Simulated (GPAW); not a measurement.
Band structure of NaHg₃ (Pm-3m, 4 atoms in the cell).

```xyz
4
Lattice="4.6406 0.0000 0.0000 0.0000 4.6406 0.0000 0.0000 0.0000 4.6406" Properties=species:S:1:pos:R:3 pbc="T T T"
Na     0.0000     0.0000     0.0000
Hg     0.0000     2.3203     2.3203
Hg     2.3203     0.0000     2.3203
Hg     2.3203     2.3203     0.0000
```

Level of theory: LDA (Perdew-Wang 92), GPAW PAW datasets LDA (gpaw-data 1.0.1) (plane waves; GPAW 25.7.0).

Settings: mode = pw; ecut = 850 eV; xc = LDA; kpts = 10 10 10; mesh shift (steps) = 0 0 0; occupations.name = methfessel-paxton; occupations.width = 0.2 eV; occupations.order = 0; nbands = -12; convergence.forces = 0.001 eV/Å; symmetry.symmorphic = false; symmetry.tolerance = 0.0005; maxiter = 100; bandpath_npoints = 40.

The starting cell comes from a database of computed structures (which also holds hypothetical and non-ambient phases and stackings), without a prior relaxation at this level. Spin-orbit coupling is off.

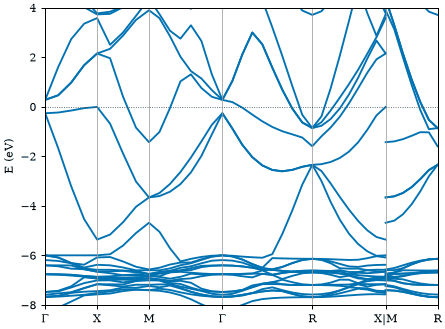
*Bands along the path, energies from the Fermi level.*

Levels in eV from the Fermi level, bands 28 to 34:
| point | 28 | 29 | 30 | 31 | 32 | 33 | 34 |
|---|---|---|---|---|---|---|---|
| Γ | -6.00 | -0.26 | -0.26 | 0.28 | 0.28 | 0.28 | 5.03 |
| X | -6.00 | -5.36 | -0.01 | 2.15 | 2.15 | 3.58 | 3.73 |
| M | -4.68 | -3.66 | -3.66 | -1.43 | 3.89 | 4.35 | 4.35 |
| R | -2.35 | -2.35 | -2.35 | -1.60 | -0.86 | -0.86 | -0.86 |

Bands cross the Fermi level along this path, so the cell is metallic at this level.
